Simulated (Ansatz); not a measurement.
# Molecular dynamics, with input and output: TiH2ClOF3 (part 1 of 3)

TiH2ClOF3, computed with RKS B3LYP/def2-SVP (Ansatz 0.2.0).

It belongs to a series of runs on one base structure; here: dynamics from the highest image of the converged band.

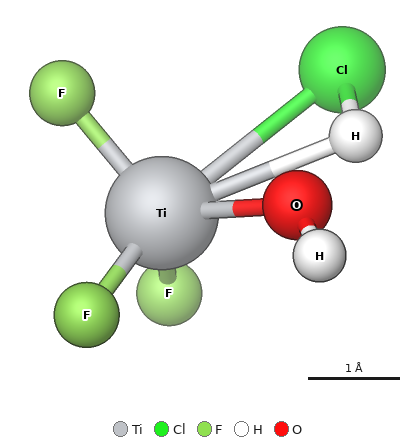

*The structure as given in the input (ball-and-stick view, seen at a tilt). Sticks mark near contacts.*

## Input
```yaml
crystal:
  periodic: [false, false, false]
  atoms:
    - { symbol: Ti, position_ang: [-0.5756, -0.385167, -0.318174] }
    - { symbol: Cl, position_ang: [1.937773, -1.056094, 0.42411] }
    - { symbol: F, position_ang: [-0.26921, -0.957955, -1.923318] }
    - { symbol: F, position_ang: [-1.188025, -1.616376, 0.73546] }
    - { symbol: F, position_ang: [-1.987029, 0.604921, -0.536724] }
    - { symbol: H, position_ang: [1.46114, 0.349118, 0.596951] }
    - { symbol: O, position_ang: [0.448513, 1.091712, 0.360906] }
    - { symbol: H, position_ang: [0.172536, 1.969742, 0.660789] }
basis:
  gaussian: { orbitals: def2-SVP }
hamiltonian:
  xc: b3lyp
md:
  timestep: 0.5
  n_steps: 200
  ensemble: nve
  temperature: 100.0
  initial_velocities: maxwell_boltzmann
  seed: 6191
```

Machine: 2 threads of Arm Neoverse V2, 24 GiB of memory available, shared host.

Launch command:
```bash
ansatz run input.yaml --threads 2 --pin off --max-ram 3072MiB --backend cpu --events-out ev --progress --plain --runs-dir out
```

## What the program printed
```
Engine: ansatz 0.2.0, aarch64-unknown-linux-gnu
Functional definition: B3LYP
  parameter a0 = 0.2
  parameter ax = 0.72
  parameter ac = 0.81
  exchange = (1 - a0 - ax)*slater_x + ax*b88_x + a0*exact_x
  correlation = (1 - ac)*vwn_rpa_c + ac*lyp_c
1238 factors; integrals over basis functions are off by at most 2.5e-4 eV
mean field evaluation 1: about -45849.2590 eV, gradient 8.3e1 eV
mean field evaluation 2: about -45530.4658 eV, gradient 4.4e2 eV
mean field evaluation 4: about -45860.0265 eV, gradient 2.7e1 eV
mean field evaluation 8: about -45861.3173 eV, gradient 2.9e-1 eV
mean field evaluation 16: about -45861.3570 eV, gradient 8.3e-5 eV
mean field -45861.35701146 eV, -1685.3737842270 hartree, gradient 1.8e-5 eV, S^2 0.000000; 0 other end points of the search recorded, 0 dependent functions left out
the calculation of the forces begins
reference -45861.35736679 eV, -1685.3737972849 hartree; 38, 38 occupied and 77, 77 virtual orbitals, 1238 factors
md step     0: t =     0.00 fs  T =   100.0 K  F+E_penalty+E_count = -45861.35701146 eV  E_kin = 0.077556 eV  conserved = -45861.27945546 eV  (31 SCF iters)
these checks for a lower state are left out or cut short: starts, cluster_reference, orbital_swaps, neighbouring_geometries, increment
1238 factors; integrals over basis functions are off by at most 2.5e-4 eV
mean field -45861.35665249 eV, -1685.3737710350 hartree, gradient 9.6e-6 eV, S^2 0.000000; 0 other end points of the search recorded, 0 dependent functions left out
the calculation of the forces begins
reference -45861.35700781 eV, -1685.3737840928 hartree; 38, 38 occupied and 77, 77 virtual orbitals, 1238 factors
md step     1: t =     0.50 fs  T =    99.5 K  F+E_penalty+E_count = -45861.35665249 eV  E_kin = 0.077199 eV  conserved = -45861.27945299 eV  (29 SCF iters)
[... from here on the SCF iterations and repeated set-up lines of each step are left out, up to the last step ...]
md step     2: t =     1.00 fs  T =    98.2 K  F+E_penalty+E_count = -45861.35560756 eV  E_kin = 0.076160 eV  conserved = -45861.27944769 eV  (28 SCF iters)
md step     3: t =     1.50 fs  T =    96.1 K  F+E_penalty+E_count = -45861.35395084 eV  E_kin = 0.074509 eV  conserved = -45861.27944154 eV  (28 SCF iters)
md step     4: t =     2.00 fs  T =    93.3 K  F+E_penalty+E_count = -45861.35177609 eV  E_kin = 0.072341 eV  conserved = -45861.27943497 eV  (29 SCF iters)
md step     5: t =     2.50 fs  T =    89.9 K  F+E_penalty+E_count = -45861.34918276 eV  E_kin = 0.069754 eV  conserved = -45861.27942901 eV  (28 SCF iters)
md step     6: t =     3.00 fs  T =    86.2 K  F+E_penalty+E_count = -45861.34626501 eV  E_kin = 0.066842 eV  conserved = -45861.27942337 eV  (27 SCF iters)
md step     7: t =     3.50 fs  T =    82.1 K  F+E_penalty+E_count = -45861.34311320 eV  E_kin = 0.063696 eV  conserved = -45861.27941757 eV  (27 SCF iters)
md step     8: t =     4.00 fs  T =    77.9 K  F+E_penalty+E_count = -45861.33982093 eV  E_kin = 0.060410 eV  conserved = -45861.27941112 eV  (28 SCF iters)
md step     9: t =     4.50 fs  T =    73.6 K  F+E_penalty+E_count = -45861.33649216 eV  E_kin = 0.057088 eV  conserved = -45861.27940393 eV  (28 SCF iters)
md step    10: t =     5.00 fs  T =    69.4 K  F+E_penalty+E_count = -45861.33324202 eV  E_kin = 0.053846 eV  conserved = -45861.27939637 eV  (28 SCF iters)
md step    11: t =     5.50 fs  T =    65.5 K  F+E_penalty+E_count = -45861.33018911 eV  E_kin = 0.050800 eV  conserved = -45861.27938958 eV  (28 SCF iters)
md step    12: t =     6.00 fs  T =    62.0 K  F+E_penalty+E_count = -45861.32744030 eV  E_kin = 0.048056 eV  conserved = -45861.27938459 eV  (28 SCF iters)
md step    13: t =     6.50 fs  T =    58.9 K  F+E_penalty+E_count = -45861.32507517 eV  E_kin = 0.045693 eV  conserved = -45861.27938194 eV  (28 SCF iters)
md step    14: t =     7.00 fs  T =    56.4 K  F+E_penalty+E_count = -45861.32313632 eV  E_kin = 0.043755 eV  conserved = -45861.27938153 eV  (27 SCF iters)
md step    15: t =     7.50 fs  T =    54.5 K  F+E_penalty+E_count = -45861.32162990 eV  E_kin = 0.042247 eV  conserved = -45861.27938288 eV  (28 SCF iters)
md step    16: t =     8.00 fs  T =    53.1 K  F+E_penalty+E_count = -45861.32053539 eV  E_kin = 0.041151 eV  conserved = -45861.27938487 eV  (28 SCF iters)
md step    17: t =     8.50 fs  T =    52.1 K  F+E_penalty+E_count = -45861.31982241 eV  E_kin = 0.040436 eV  conserved = -45861.27938648 eV  (29 SCF iters)
md step    18: t =     9.00 fs  T =    51.7 K  F+E_penalty+E_count = -45861.31946666 eV  E_kin = 0.040080 eV  conserved = -45861.27938711 eV  (29 SCF iters)
md step    19: t =     9.50 fs  T =    51.7 K  F+E_penalty+E_count = -45861.31945899 eV  E_kin = 0.040072 eV  conserved = -45861.27938683 eV  (29 SCF iters)
md step    20: t =    10.00 fs  T =    52.1 K  F+E_penalty+E_count = -45861.31980460 eV  E_kin = 0.040418 eV  conserved = -45861.27938626 eV  (29 SCF iters)
md step    21: t =    10.50 fs  T =    53.0 K  F+E_penalty+E_count = -45861.32051389 eV  E_kin = 0.041128 eV  conserved = -45861.27938610 eV  (32 SCF iters)
md step    22: t =    11.00 fs  T =    54.4 K  F+E_penalty+E_count = -45861.32159122 eV  E_kin = 0.042205 eV  conserved = -45861.27938669 eV  (29 SCF iters)
md step    23: t =    11.50 fs  T =    56.3 K  F+E_penalty+E_count = -45861.32302882 eV  E_kin = 0.043641 eV  conserved = -45861.27938799 eV  (28 SCF iters)
md step    24: t =    12.00 fs  T =    58.6 K  F+E_penalty+E_count = -45861.32480927 eV  E_kin = 0.045420 eV  conserved = -45861.27938918 eV  (29 SCF iters)
md step    25: t =    12.50 fs  T =    61.3 K  F+E_penalty+E_count = -45861.32691696 eV  E_kin = 0.047528 eV  conserved = -45861.27938941 eV  (29 SCF iters)
md step    26: t =    13.00 fs  T =    64.4 K  F+E_penalty+E_count = -45861.32935169 eV  E_kin = 0.049964 eV  conserved = -45861.27938807 eV  (28 SCF iters)
md step    27: t =    13.50 fs  T =    68.0 K  F+E_penalty+E_count = -45861.33213781 eV  E_kin = 0.052753 eV  conserved = -45861.27938530 eV  (27 SCF iters)
md step    28: t =    14.00 fs  T =    72.1 K  F+E_penalty+E_count = -45861.33532322 eV  E_kin = 0.055942 eV  conserved = -45861.27938160 eV  (27 SCF iters)
md step    29: t =    14.50 fs  T =    76.8 K  F+E_penalty+E_count = -45861.33896923 eV  E_kin = 0.059591 eV  conserved = -45861.27937809 eV  (28 SCF iters)
md step    30: t =    15.00 fs  T =    82.2 K  F+E_penalty+E_count = -45861.34313400 eV  E_kin = 0.063758 eV  conserved = -45861.27937572 eV  (28 SCF iters)
md step    31: t =    15.50 fs  T =    88.3 K  F+E_penalty+E_count = -45861.34785760 eV  E_kin = 0.068483 eV  conserved = -45861.27937496 eV  (27 SCF iters)
md step    32: t =    16.00 fs  T =    95.1 K  F+E_penalty+E_count = -45861.35315429 eV  E_kin = 0.073779 eV  conserved = -45861.27937568 eV  (29 SCF iters)
md step    33: t =    16.50 fs  T =   102.7 K  F+E_penalty+E_count = -45861.35901478 eV  E_kin = 0.079638 eV  conserved = -45861.27937718 eV  (29 SCF iters)
md step    34: t =    17.00 fs  T =   110.9 K  F+E_penalty+E_count = -45861.36541693 eV  E_kin = 0.086038 eV  conserved = -45861.27937860 eV  (29 SCF iters)
md step    35: t =    17.50 fs  T =   119.9 K  F+E_penalty+E_count = -45861.37233966 eV  E_kin = 0.092960 eV  conserved = -45861.27937943 eV  (29 SCF iters)
md step    36: t =    18.00 fs  T =   129.4 K  F+E_penalty+E_count = -45861.37977267 eV  E_kin = 0.100393 eV  conserved = -45861.27937928 eV  (29 SCF iters)
md step    37: t =    18.50 fs  T =   139.7 K  F+E_penalty+E_count = -45861.38771939 eV  E_kin = 0.108340 eV  conserved = -45861.27937904 eV  (36 SCF iters)
md step    38: t =    19.00 fs  T =   150.6 K  F+E_penalty+E_count = -45861.39618830 eV  E_kin = 0.116809 eV  conserved = -45861.27937961 eV  (36 SCF iters)
md step    39: t =    19.50 fs  T =   162.2 K  F+E_penalty+E_count = -45861.40517960 eV  E_kin = 0.125798 eV  conserved = -45861.27938203 eV  (36 SCF iters)
md step    40: t =    20.00 fs  T =   174.4 K  F+E_penalty+E_count = -45861.41467070 eV  E_kin = 0.135284 eV  conserved = -45861.27938711 eV  (37 SCF iters)
md step    41: t =    20.50 fs  T =   187.2 K  F+E_penalty+E_count = -45861.42460517 eV  E_kin = 0.145210 eV  conserved = -45861.27939515 eV  (37 SCF iters)
md step    42: t =    21.00 fs  T =   200.5 K  F+E_penalty+E_count = -45861.43488652 eV  E_kin = 0.155479 eV  conserved = -45861.27940715 eV  (32 SCF iters)
md step    43: t =    21.50 fs  T =   214.0 K  F+E_penalty+E_count = -45861.44536949 eV  E_kin = 0.165946 eV  conserved = -45861.27942369 eV  (37 SCF iters)
md step    44: t =    22.00 fs  T =   227.5 K  F+E_penalty+E_count = -45861.45585016 eV  E_kin = 0.176404 eV  conserved = -45861.27944619 eV  (37 SCF iters)
md step    45: t =    22.50 fs  T =   240.6 K  F+E_penalty+E_count = -45861.46604977 eV  E_kin = 0.186575 eV  conserved = -45861.27947524 eV  (37 SCF iters)
md step    46: t =    23.00 fs  T =   252.8 K  F+E_penalty+E_count = -45861.47560650 eV  E_kin = 0.196096 eV  conserved = -45861.27951007 eV  (37 SCF iters)
md step    47: t =    23.50 fs  T =   263.7 K  F+E_penalty+E_count = -45861.48408979 eV  E_kin = 0.204543 eV  conserved = -45861.27954641 eV  (36 SCF iters)
md step    48: t =    24.00 fs  T =   272.7 K  F+E_penalty+E_count = -45861.49106040 eV  E_kin = 0.211483 eV  conserved = -45861.27957732 eV  (37 SCF iters)
md step    49: t =    24.50 fs  T =   279.3 K  F+E_penalty+E_count = -45861.49617964 eV  E_kin = 0.216587 eV  conserved = -45861.27959302 eV  (36 SCF iters)
md step    50: t =    25.00 fs  T =   283.4 K  F+E_penalty+E_count = -45861.49935161 eV  E_kin = 0.219768 eV  conserved = -45861.27958389 eV  (36 SCF iters)
md step    51: t =    25.50 fs  T =   285.3 K  F+E_penalty+E_count = -45861.50084572 eV  E_kin = 0.221298 eV  conserved = -45861.27954820 eV  (36 SCF iters)
md step    52: t =    26.00 fs  T =   286.0 K  F+E_penalty+E_count = -45861.50131454 eV  E_kin = 0.221820 eV  conserved = -45861.27949436 eV  (36 SCF iters)
md step    53: t =    26.50 fs  T =   286.5 K  F+E_penalty+E_count = -45861.50165758 eV  E_kin = 0.222217 eV  conserved = -45861.27944013 eV  (36 SCF iters)
md step    54: t =    27.00 fs  T =   288.0 K  F+E_penalty+E_count = -45861.50275068 eV  E_kin = 0.223346 eV  conserved = -45861.27940500 eV  (36 SCF iters)
md step    55: t =    27.50 fs  T =   291.1 K  F+E_penalty+E_count = -45861.50515760 eV  E_kin = 0.225758 eV  conserved = -45861.27939956 eV  (36 SCF iters)
md step    56: t =    28.00 fs  T =   296.0 K  F+E_penalty+E_count = -45861.50897967 eV  E_kin = 0.229561 eV  conserved = -45861.27941884 eV  (29 SCF iters)
md step    57: t =    28.50 fs  T =   302.3 K  F+E_penalty+E_count = -45861.51393404 eV  E_kin = 0.234488 eV  conserved = -45861.27944596 eV  (29 SCF iters)
md step    58: t =    29.00 fs  T =   309.6 K  F+E_penalty+E_count = -45861.51961270 eV  E_kin = 0.240151 eV  conserved = -45861.27946129 eV  (29 SCF iters)
md step    59: t =    29.50 fs  T =   317.6 K  F+E_penalty+E_count = -45861.52577814 eV  E_kin = 0.246324 eV  conserved = -45861.27945390 eV  (29 SCF iters)
md step    60: t =    30.00 fs  T =   326.4 K  F+E_penalty+E_count = -45861.53254101 eV  E_kin = 0.253117 eV  conserved = -45861.27942440 eV  (29 SCF iters)
md step    61: t =    30.50 fs  T =   336.5 K  F+E_penalty+E_count = -45861.54035553 eV  E_kin = 0.260972 eV  conserved = -45861.27938370 eV  (32 SCF iters)
md step    62: t =    31.00 fs  T =   348.8 K  F+E_penalty+E_count = -45861.54985313 eV  E_kin = 0.270505 eV  conserved = -45861.27934768 eV  (29 SCF iters)
md step    63: t =    31.50 fs  T =   363.9 K  F+E_penalty+E_count = -45861.56159344 eV  E_kin = 0.282261 eV  conserved = -45861.27933195 eV  (29 SCF iters)
md step    64: t =    32.00 fs  T =   382.3 K  F+E_penalty+E_count = -45861.57581819 eV  E_kin = 0.296471 eV  conserved = -45861.27934727 eV  (29 SCF iters)
md step    65: t =    32.50 fs  T =   403.4 K  F+E_penalty+E_count = -45861.59227888 eV  E_kin = 0.312882 eV  conserved = -45861.27939699 eV  (29 SCF iters)
md step    66: t =    33.00 fs  T =   426.4 K  F+E_penalty+E_count = -45861.61018397 eV  E_kin = 0.330708 eV  conserved = -45861.27947560 eV  (29 SCF iters)
md step    67: t =    33.50 fs  T =   449.6 K  F+E_penalty+E_count = -45861.62829065 eV  E_kin = 0.348722 eV  conserved = -45861.27956835 eV  (36 SCF iters)
md step    68: t =    34.00 fs  T =   471.3 K  F+E_penalty+E_count = -45861.64514216 eV  E_kin = 0.365489 eV  conserved = -45861.27965317 eV  (36 SCF iters)
md step    69: t =    34.50 fs  T =   489.6 K  F+E_penalty+E_count = -45861.65941613 eV  E_kin = 0.379710 eV  conserved = -45861.27970614 eV  (36 SCF iters)
md step    70: t =    35.00 fs  T =   503.6 K  F+E_penalty+E_count = -45861.67029748 eV  E_kin = 0.390588 eV  conserved = -45861.27970931 eV  (36 SCF iters)
md step    71: t =    35.50 fs  T =   513.3 K  F+E_penalty+E_count = -45861.67774409 eV  E_kin = 0.398083 eV  conserved = -45861.27966140 eV  (36 SCF iters)
md step    72: t =    36.00 fs  T =   519.5 K  F+E_penalty+E_count = -45861.68249825 eV  E_kin = 0.402916 eV  conserved = -45861.27958176 eV  (36 SCF iters)
md step    73: t =    36.50 fs  T =   523.8 K  F+E_penalty+E_count = -45861.68578120 eV  E_kin = 0.406276 eV  conserved = -45861.27950489 eV  (36 SCF iters)
md step    74: t =    37.00 fs  T =   527.8 K  F+E_penalty+E_count = -45861.68876644 eV  E_kin = 0.409304 eV  conserved = -45861.27946291 eV  (35 SCF iters)
md step    75: t =    37.50 fs  T =   532.0 K  F+E_penalty+E_count = -45861.69208975 eV  E_kin = 0.412621 eV  conserved = -45861.27946856 eV  (36 SCF iters)
md step    76: t =    38.00 fs  T =   536.6 K  F+E_penalty+E_count = -45861.69566158 eV  E_kin = 0.416154 eV  conserved = -45861.27950747 eV  (36 SCF iters)
md step    77: t =    38.50 fs  T =   540.7 K  F+E_penalty+E_count = -45861.69888031 eV  E_kin = 0.419331 eV  conserved = -45861.27954912 eV  (36 SCF iters)
md step    78: t =    39.00 fs  T =   543.5 K  F+E_penalty+E_count = -45861.70109524 eV  E_kin = 0.421530 eV  conserved = -45861.27956512 eV  (36 SCF iters)
md step    79: t =    39.50 fs  T =   544.8 K  F+E_penalty+E_count = -45861.70204819 eV  E_kin = 0.422506 eV  conserved = -45861.27954199 eV  (36 SCF iters)
md step    80: t =    40.00 fs  T =   544.9 K  F+E_penalty+E_count = -45861.70208743 eV  E_kin = 0.422603 eV  conserved = -45861.27948424 eV  (33 SCF iters)
md step    81: t =    40.50 fs  T =   545.0 K  F+E_penalty+E_count = -45861.70210393 eV  E_kin = 0.422695 eV  conserved = -45861.27940941 eV  (29 SCF iters)
md step    82: t =    41.00 fs  T =   546.6 K  F+E_penalty+E_count = -45861.70326719 eV  E_kin = 0.423928 eV  conserved = -45861.27933874 eV  (29 SCF iters)
md step    83: t =    41.50 fs  T =   551.1 K  F+E_penalty+E_count = -45861.70668701 eV  E_kin = 0.427395 eV  conserved = -45861.27929192 eV  (29 SCF iters)
md step    84: t =    42.00 fs  T =   559.4 K  F+E_penalty+E_count = -45861.71310052 eV  E_kin = 0.433818 eV  conserved = -45861.27928204 eV  (29 SCF iters)
md step    85: t =    42.50 fs  T =   571.6 K  F+E_penalty+E_count = -45861.72265835 eV  E_kin = 0.443344 eV  conserved = -45861.27931414 eV  (29 SCF iters)
md step    86: t =    43.00 fs  T =   587.3 K  F+E_penalty+E_count = -45861.73485171 eV  E_kin = 0.455470 eV  conserved = -45861.27938187 eV  (36 SCF iters)
md step    87: t =    43.50 fs  T =   604.9 K  F+E_penalty+E_count = -45861.74861872 eV  E_kin = 0.469151 eV  conserved = -45861.27946773 eV  (36 SCF iters)
md step    88: t =    44.00 fs  T =   622.9 K  F+E_penalty+E_count = -45861.76263361 eV  E_kin = 0.483090 eV  conserved = -45861.27954323 eV  (36 SCF iters)
md step    89: t =    44.50 fs  T =   639.7 K  F+E_penalty+E_count = -45861.77573957 eV  E_kin = 0.496159 eV  conserved = -45861.27958065 eV  (36 SCF iters)
md step    90: t =    45.00 fs  T =   654.8 K  F+E_penalty+E_count = -45861.78737145 eV  E_kin = 0.507805 eV  conserved = -45861.27956637 eV  (36 SCF iters)
```
